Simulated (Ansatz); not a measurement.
# C2H7FSSi: up Jacob's ladder to CCSD(T), part 2 of 2

Ansatz 0.2.0, Gaussian basis; functionals in def2-TZVPP, the program's frozen cores in correlated methods. The steps go on from the part before.

## (17) ωB97M-V (range-separated)

Input file in.yaml:

```yaml
crystal:
  periodic: [false, false, false]
  atoms:
    - {symbol: C, position_ang: [-1.400840, 0.469688, -0.047827]}
    - {symbol: C, position_ang: [-0.186737, -0.312246, -0.512727]}
    - {symbol: S, position_ang: [-0.160487, -2.046590, 0.050394]}
    - {symbol: Si, position_ang: [1.482779, 0.324766, 0.031806]}
    - {symbol: F, position_ang: [1.635915, 1.886085, -0.315682]}
    - {symbol: H, position_ang: [-2.327160, -0.020186, -0.356479]}
    - {symbol: H, position_ang: [-1.417578, 0.559506, 1.041530]}
    - {symbol: H, position_ang: [-1.384971, 1.480915, -0.463850]}
    - {symbol: H, position_ang: [-0.186343, -0.405145, -1.603878]}
    - {symbol: H, position_ang: [-0.133926, -1.783831, 1.368461]}
    - {symbol: H, position_ang: [1.587919, 0.192115, 1.506728]}
    - {symbol: H, position_ang: [2.568430, -0.400079, -0.664674]}
basis:
  gaussian: {orbitals: def2-TZVPP}
hamiltonian: {xc: {name: wB97M-V}}
output: {forces: true, orbitals: {seedname: orbitals}}
```

Started as:

```
ansatz run in.yaml --threads 4 --pin off --events-out ev --progress --plain --max-ram 10444MiB
```

The program printed, shortened:

```text
Functional definition: wB97M-V
  name "wB97M-V"
  cite "Mardirossian & Head-Gordon, J. Chem. Phys. 144, 214110 (2016) doi:10.1063/1.4952647"
  cite "Becke, J. Chem. Phys. 107, 8554 (1997) doi:10.1063/1.475007"
  cite "Vydrov & Van Voorhis, J. Chem. Phys. 133, 244103 (2010) doi:10.1063/1.3521275"
  # Of w^i u^j: cxij and so on, Table III.
[...]
  gx(w, u) = 1 - cx + cx01*u + cx10*w
[...]
Atom 8 at    -0.186343    -0.405145    -1.603878 Å, force    -0.000815     0.022551     0.085622 eV/Å
Atom 9 at    -0.133926    -1.783831     1.368461 Å, force    -0.002715    -0.012036    -0.089715 eV/Å
Atom 10 at     1.587919     0.192115     1.506728 Å, force    -0.017876     0.009976    -0.160002 eV/Å
Atom 11 at     2.568430    -0.400079    -0.664674 Å, force    -0.128434     0.080165     0.080179 eV/Å
Dipole moment:    -0.207779    -0.036061     0.045904 e Å
```

It took 14 s on 4 threads of Arm Neoverse V1, shared host; peak memory 1.1 GiB.

With the free atoms at this level, -23574.313 eV in sum, the atomisation energy is 4360.1 kJ/mol. HOMO -9.33 eV, LUMO 1.87 eV.

## (18) B2PLYP (double hybrid)

in.yaml, as its differences from that of step 17:

```diff
@@ -17,3 +17,2 @@
   gaussian: {orbitals: def2-TZVPP}
-hamiltonian: {xc: {name: wB97M-V}}
-output: {forces: true, orbitals: {seedname: orbitals}}
+hamiltonian: {xc: {name: B2PLYP}}
```

The command is unchanged.

The program printed, shortened:

```text
Functional definition: B2PLYP
  name "B2PLYP"
  cite "Grimme, J. Chem. Phys. 124, 034108 (2006) doi:10.1063/1.2148954"
  cite "Becke, Phys. Rev. A 38, 3098 (1988) doi:10.1103/PhysRevA.38.3098"
  cite "Lee, Yang & Parr, Phys. Rev. B 37, 785 (1988) doi:10.1103/PhysRevB.37.785"
[...]
1599 factors; integrals over basis functions are off by at most 1.2e-3 eV
[...]
mean field -23604.36999469 eV, -867.4445976881 hartree, gradient 1.6e-6 eV, S^2 0.000000; 0 other end points of the search recorded, 0 dependent functions left out
13 core orbitals not correlated: weight in the atoms' cores, before any rotation towards them, 1.000 or more for the frozen orbitals, at most 0.000 for the correlated occupied ones
reference -23604.37016748 eV, -867.4446040380 hartree; 16, 16 occupied and 246, 246 virtual orbitals, 1599 factors
second order -29.75628721 eV of doubles, -0.00000000 eV of singles
Total energy: -23612.40436502 eV, -867.7398553521 hartree
```

It took 7 s on 4 threads of Arm Neoverse V1, shared host; peak memory 0.78 GiB.

Atomisation energy: 4287.9 kJ/mol (free atoms -23567.963 eV, run apart).

## (19) PBE-QIDH (double hybrid)

in.yaml, as its differences from that of step 18:

```diff
@@ -17,2 +17,2 @@
   gaussian: {orbitals: def2-TZVPP}
-hamiltonian: {xc: {name: B2PLYP}}
+hamiltonian: {xc: {name: PBE-QIDH}}
```

Same command.

The program printed, shortened:

```text
Functional definition: PBE-QIDH
  name "PBE-QIDH"
  cite "Brémond, Sancho-García, Pérez-Jiménez & Adamo, J. Chem. Phys. 141, 031101 (2014) doi:10.1063/1.4890314"
  cite "Perdew, Burke & Ernzerhof, Phys. Rev. Lett. 77, 3865 (1996) doi:10.1103/PhysRevLett.77.3865"
[...]
1599 factors; integrals over basis functions are off by at most 1.2e-3 eV
[...]
mean field -23595.89521717 eV, -867.1331553589 hartree, gradient 2.7e-6 eV, S^2 0.000000; 0 other end points of the search recorded, 0 dependent functions left out
13 core orbitals not correlated: weight in the atoms' cores, before any rotation towards them, 1.000 or more for the frozen orbitals, at most 0.000 for the correlated occupied ones
reference -23595.89522973 eV, -867.1331558204 hartree; 16, 16 occupied and 246, 246 virtual orbitals, 1599 factors
second order -27.69455005 eV of doubles, -0.00000000 eV of singles
Total energy: -23605.12674641 eV, -867.4724078011 hartree
```

It took 7 s on 4 threads of Arm Neoverse V1, shared host; peak memory 0.78 GiB.

Atomisation energy: 4317.1 kJ/mol (free atoms -23560.383 eV, run apart).

## (20) Frontier levels by functional

Dipoles come from the runs that computed forces. Levels, from each run's orbital file:

| functional | HOMO (eV) | LUMO (eV) | gap (eV) | dipole (D) |
| --- | --- | --- | --- | --- |
| LDA (SPW92) | -6.06 | -1.06 | 5.01 |  |
| PBE-D4 | -5.92 | -0.83 | 5.09 | 1.11 |
| revPBE-D4 | -5.86 | -0.73 | 5.13 |  |
| BLYP-D4 | -5.76 | -0.72 | 5.04 |  |
| r2SCAN-D4 | -6.15 | -0.50 | 5.65 | 1.09 |
| B97M-V | -6.27 | -0.65 | 5.62 |  |
| PBE0-D4 | -7.12 | 0.10 | 7.22 |  |
| B3LYP-D4 | -6.89 | -0.15 | 6.74 | 1.06 |
| r2SCANh-D4 | -6.60 | -0.17 | 6.43 |  |
| r2SCAN0-D4 | -7.28 | 0.32 | 7.59 |  |
| HSE06-D4 | -6.72 | -0.28 | 6.44 |  |
| BHLYP-D4 | -8.20 | 0.98 | 9.19 |  |
| CAM-B3LYP-D4 | -8.45 | 1.10 | 9.56 |  |
| LC-ωPBE | -9.83 | 2.34 | 12.17 |  |
| ωB97X-V | -9.47 | 2.16 | 11.64 |  |
| ωB97M-V | -9.33 | 1.87 | 11.20 | 1.04 |

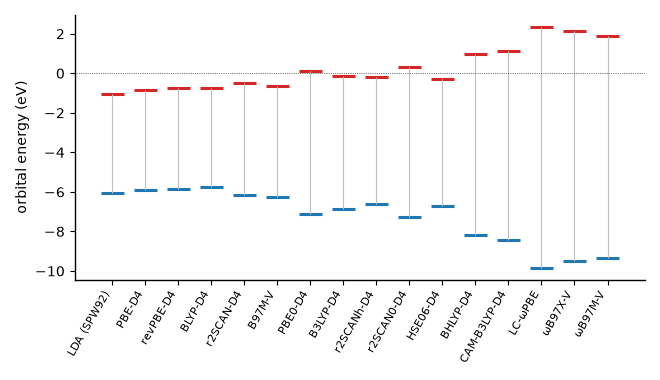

Highest occupied (blue) and lowest empty (red) level by functional.

## (21) CCSD(T) in def2-SVP

in.yaml, as its differences from that of step 19:

```diff
@@ -16,3 +16,3 @@
 basis:
-  gaussian: {orbitals: def2-TZVPP}
-hamiltonian: {xc: {name: PBE-QIDH}}
+  gaussian: {orbitals: def2-SVP}
+correlation: {method: ccsd_t}
```

Launched as before.

The program printed, shortened:

```text
Functional definition: HF
  name "HF"
  cite "Fock, Z. Phys. 61, 126 (1930) doi:10.1007/BF01340294"
  parent pbe
[...]
1105 factors; integrals over basis functions are off by at most 1.4e-3 eV
[...]
mean field -23549.21120219 eV, -865.4175494518 hartree, gradient 1.3e-6 eV, S^2 0.000000; 0 other end points of the search recorded, 0 dependent functions left out
13 core orbitals not correlated: weight in the atoms' cores, before any rotation towards them, 1.000 or more for the frozen orbitals, at most 0.000 for the correlated occupied ones
reference -23549.21120219 eV, -865.4175494518 hartree; 16, 16 occupied and 84, 84 virtual orbitals, 1105 factors
second order -19.20339254 eV of doubles, -0.00000000 eV of singles
cycle   1  -20.17554978 eV  change   -9.7e-1 eV  update   9.7e-2
[...]
cycle   8  -20.79672389 eV  change    3.7e-5 eV  update   3.8e-5
perturbative correction -0.53388783 eV, -0.0196200160 hartree
Total energy: -23570.54181392 eV, -866.2014349744 hartree
```

Wall time 6 s (4 threads of Arm Neoverse V1, shared host); peak memory 0.55 GiB.

## (22) CCSD(T) in def2-TZVPP

in.yaml, as its differences from that of step 21:

```diff
@@ -16,3 +16,4 @@
 basis:
-  gaussian: {orbitals: def2-SVP}
+  gaussian: {orbitals: def2-TZVPP}
 correlation: {method: ccsd_t}
+output: {orbitals: {seedname: orbitals}}
```

The command is unchanged.

The program printed, shortened:

```text
Functional definition: HF
  name "HF"
  cite "Fock, Z. Phys. 61, 126 (1930) doi:10.1007/BF01340294"
  parent pbe
[...]
1599 factors; integrals over basis functions are off by at most 1.2e-3 eV
[...]
mean field -23561.83023178 eV, -865.8812902356 hartree, gradient 1.8e-6 eV, S^2 0.000000; 0 other end points of the search recorded, 0 dependent functions left out
13 core orbitals not correlated: weight in the atoms' cores, before any rotation towards them, 1.000 or more for the frozen orbitals, at most 0.000 for the correlated occupied ones
reference -23561.83023178 eV, -865.8812902356 hartree; 16, 16 occupied and 246, 246 virtual orbitals, 1599 factors
second order -24.62979383 eV of doubles, -0.00000000 eV of singles
cycle   1  -25.34389162 eV  change   -7.1e-1 eV  update   1.1e-1
[...]
cycle   9  -26.05931028 eV  change   -1.7e-5 eV  update   2.4e-5
perturbative correction -0.98641617 eV, -0.0362501257 hartree
Total energy: -23588.87595823 eV, -866.8752023504 hartree
```

Wall time 3.6 min (4 threads of Arm Neoverse V1, shared host); peak memory 7.3 GiB.

## (23) MP2 in def2-QZVPP

in.yaml, as its differences from that of step 22:

```diff
@@ -16,4 +16,3 @@
 basis:
-  gaussian: {orbitals: def2-TZVPP}
-correlation: {method: ccsd_t}
-output: {orbitals: {seedname: orbitals}}
+  gaussian: {orbitals: "def2-QZVPP.json"}
+correlation: {method: mp2}
```

Same command.

The program printed, shortened:

```text
Functional definition: HF
  name "HF"
  cite "Fock, Z. Phys. 61, 126 (1930) doi:10.1007/BF01340294"
  parent pbe
[...]
3085 factors; integrals over basis functions are off by at most 1.0e-3 eV
[...]
mean field -23562.62438519 eV, -865.9104748355 hartree, gradient 6.5e-6 eV, S^2 0.000000; 0 other end points of the search recorded, 0 dependent functions left out
13 core orbitals not correlated: weight in the atoms' cores, before any rotation towards them, 1.000 or more for the frozen orbitals, at most 0.000 for the correlated occupied ones
reference -23562.62438519 eV, -865.9104748355 hartree; 16, 16 occupied and 492, 492 virtual orbitals, 3085 factors
second order -26.59010573 eV of doubles, -0.00000000 eV of singles
Total energy: -23589.21449093 eV, -866.8876431977 hartree
```

It took 28 s on 4 threads of Arm Neoverse V1, shared host; peak memory 3.8 GiB.

Energy pieces by basis (eV):

| basis | HF | MP2 correlation | CCSD correlation | (T) | total |
| --- | --- | --- | --- | --- | --- |
| def2-SVP | -23549.2112 | -19.2034 | -20.7967 | -0.5339 | -23570.5418 |
| def2-TZVPP | -23561.8302 | -24.6298 | -26.0593 | -0.9864 | -23588.8760 |
| def2-QZVPP | -23562.6244 | -26.5901 |  |  | -23589.2145 (MP2) |

The report of the def2-TZVPP run gives T1 = 0.0110.

## (24) From triple and quadruple zeta to the limit

No new run: Hartree-Fock is extrapolated as exp(−7.88√X) and correlation as X^−2.97, with X = 3 and 4; only MP2 was run in the larger set, so CCSD(T) minus MP2 is added from the smaller one.

| level | energy at the limit (eV) |
| --- | --- |
| HF | -23562.7338 |
| MP2 | -23590.7760 |
| CCSD | -23592.2055 |
| CCSD(T) | -23593.1919 |

## (25) RPA on PBE orbitals

in.yaml, as its differences from that of step 23:

```diff
@@ -16,3 +16,4 @@
 basis:
-  gaussian: {orbitals: "def2-QZVPP.json"}
-correlation: {method: mp2}
+  gaussian: {orbitals: def2-TZVPP}
+hamiltonian: {xc: pbe}
+correlation: {method: rpa}
```

Same command.

The program printed, shortened:

```text
Functional definition: PBE
  name "PBE"
  cite "Perdew, Burke & Ernzerhof, Phys. Rev. Lett. 77, 3865 (1996) doi:10.1103/PhysRevLett.77.3865"
  parent pbe
[...]
1599 factors; integrals over basis functions are off by at most 1.2e-3 eV
[...]
mean field -23608.09562335 eV, -867.5815120162 hartree, gradient 1.3e-6 eV, S^2 0.000000; 0 other end points of the search recorded, 0 dependent functions left out
13 core orbitals not correlated: weight in the atoms' cores, before any rotation towards them, 1.000 or more for the frozen orbitals, at most 0.000 for the correlated occupied ones
reference -23560.09592681 eV, -865.8175557037 hartree; 16, 16 occupied and 246, 246 virtual orbitals, 1599 factors
Total energy: -23601.10277881 eV, -867.3245297192 hartree
```

Wall time 6.5 s (4 threads of Arm Neoverse V1, shared host); peak memory 0.72 GiB.

RPA correlation: -41.007 eV. No RPA run of the hydrogen atom was made, so RPA has no atomisation energy below.

## (26) Atomisation energies

Free atoms (2 C, 1 S, 1 Si, 1 F, 7 H) were run apart at each level; the atomisation energy is their sum less the molecule, without zero-point or spin-orbit terms.

Differences are taken before rounding.

| method | rung | atoms, summed (eV) | atomisation energy (kJ/mol) | from CCSD(T)/CBS (kJ/mol) | time |
| --- | --- | --- | --- | --- | --- |
| LDA (SPW92) | LDA | -23464.575 | 4922.5 | +570.3 | 1.6 s |
| PBE-D4 | GGA | -23562.874 | 4390.9 | +38.7 | 3.2 s |
| revPBE-D4 | GGA | -23573.548 | 4299.4 | -52.7 | 2.5 s |
| BLYP-D4 | GGA | -23576.774 | 4310.0 | -42.2 | 2.5 s |
| r2SCAN-D4 | meta-GGA | -23573.712 | 4350.5 | -1.7 | 6 s |
| B97M-V | meta-GGA | -23571.828 | 4356.6 | +4.5 | 12 s |
| PBE0-D4 | hybrid | -23565.534 | 4337.0 | -15.1 | 3.8 s |
| B3LYP-D4 | hybrid | -23579.446 | 4331.5 | -20.7 | 6 s |
| r2SCANh-D4 | hybrid | -23573.635 | 4329.4 | -22.8 | 6.5 s |
| r2SCAN0-D4 | hybrid | -23573.534 | 4299.7 | -52.5 | 6.5 s |
| HSE06-D4 | hybrid | -23564.861 | 4339.3 | -12.8 | 4.1 s |
| BHLYP-D4 | hybrid | -23576.706 | 4235.4 | -116.7 | 3.8 s |
| CAM-B3LYP-D4 | range-separated | -23576.386 | 4351.9 | -0.2 | 4.3 s |
| LC-ωPBE | range-separated | -23569.689 | 4312.0 | -40.1 | 3.1 s |
| ωB97X-V | range-separated | -23573.129 | 4360.8 | +8.7 | 9.5 s |
| ωB97M-V | range-separated | -23574.313 | 4360.1 | +8.0 | 14 s |
| B2PLYP | double hybrid | -23567.963 | 4287.9 | -64.2 | 7 s |
| PBE-QIDH | double hybrid | -23560.383 | 4317.1 | -35.1 | 7 s |
| HF/def2-TZVPP | wavefunction | -23528.278 | 3237.3 | -1114.9 |  |
| MP2/def2-TZVPP | wavefunction | -23541.954 | 4294.2 | -58.0 |  |
| CCSD/def2-TZVPP | wavefunction | -23544.530 | 4183.6 | -168.6 |  |
| CCSD(T)/def2-SVP | wavefunction | -23528.160 | 4089.2 | -263.0 | 6 s |
| CCSD(T)/def2-TZVPP | wavefunction | -23544.930 | 4240.1 | -112.0 | 3.6 min |
| MP2/CBS | wavefunction | -23545.108 | 4406.2 | +54.1 |  |
| CCSD(T)/CBS | wavefunction | -23548.085 | 4352.2 | 0 | 4 min |

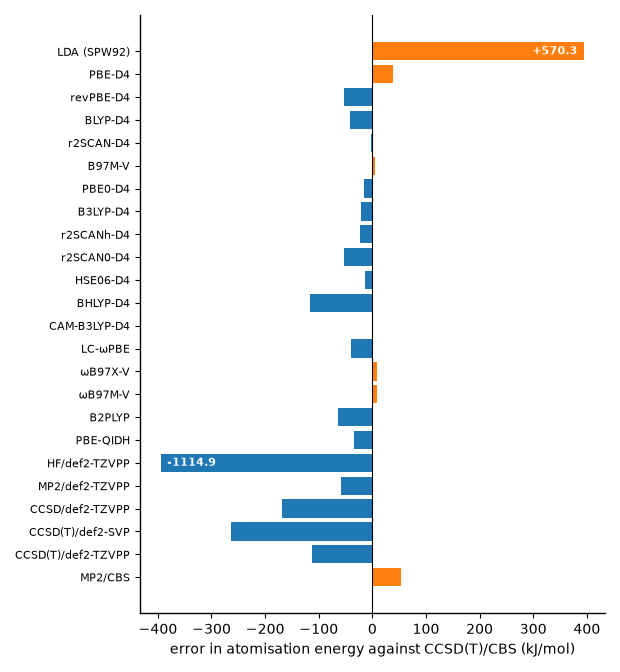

How far each level lands from CCSD(T)/CBS. Bars with a number in them are cut short.

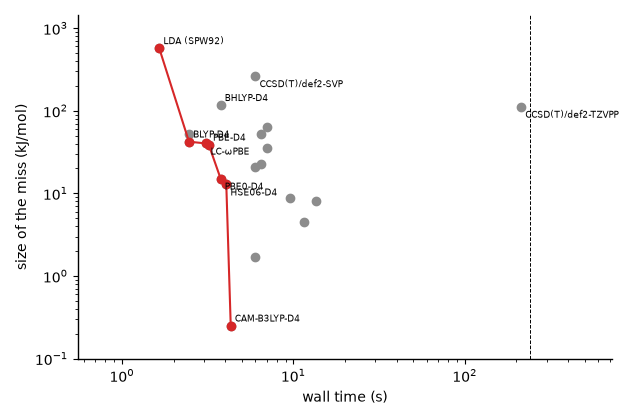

Miss against cost. Red marks the levels that no quicker level drawn beats (of those quicker than the yardstick), and the dashed line is the time of CCSD(T)/CBS. Only those levels and the largest misses are named. Times are from a shared host.

LDA (SPW92), LC-ωPBE, B2PLYP, PBE-QIDH carry no dispersion term (for B3LYP, D4 adds 44.6 kJ/mol).

Times are those of the molecule's run; HF, MP2 and CCSD come out of the CCSD(T) runs, and the limit's time is the sum of the runs that it needs.

## (27) Summary of results

What follows sums up all 2 parts.

```
                               quantity                                                                           value
        atomisation energy, CCSD(T)/CBS                                                                   4352.2 kJ/mol
 functionals within 21.8 kJ/mol (0.5 %)  r2SCAN-D4, B97M-V, PBE0-D4, B3LYP-D4, HSE06-D4, CAM-B3LYP-D4, ωB97X-V, ωB97M-V
                    farthest beyond LDA                                                        BHLYP-D4 (-116.7 kJ/mol)
                mean size of error, GGA                                                                     44.5 kJ/mol
           mean size of error, meta-GGA                                                                      3.1 kJ/mol
             mean size of error, hybrid                                                                     40.1 kJ/mol
    mean size of error, range-separated                                                                     14.3 kJ/mol
      mean size of error, double hybrid                                                                     49.7 kJ/mol
              gap, smallest and largest                                       5.01 eV (LDA (SPW92)), 12.17 eV (LC-ωPBE)
                          T1 diagnostic                                                                          0.0110
triples share of the correlation energy                                                                           3.6 %
```

LDA overbinds by 570.3 kJ/mol (13 %). PBE-D4 misses by +38.7 kJ/mol. Double hybrids carry the basis error of their MP2 part in triple zeta, and no dispersion term here, so their miss is partly the set-up's. The rungs meta-GGA, range-separated miss on average by less than the doubt on the reference (21.8 kJ/mol), so they tie. The reference freezes the cores and leaves out relativity and excitations past (T), so misses under about 21.8 kJ/mol can't be ranked. Hartree-Fock recovers 74 % of the binding; the rest is correlation. CCSD(T) in def2-SVP is off by -263.0 kJ/mol, so the small basis spoils what the method gains. The gap grows from 5.0 to 12.2 eV across the functionals, mostly with the share of exact exchange.

For cost: CAM-B3LYP-D4 gets within 0.2 kJ/mol in 4.3 s, where CCSD(T)/CBS took 4 min; the quickest level in the cost chart, LDA (SPW92), takes 1.6 s and misses by 570.3 kJ/mol.
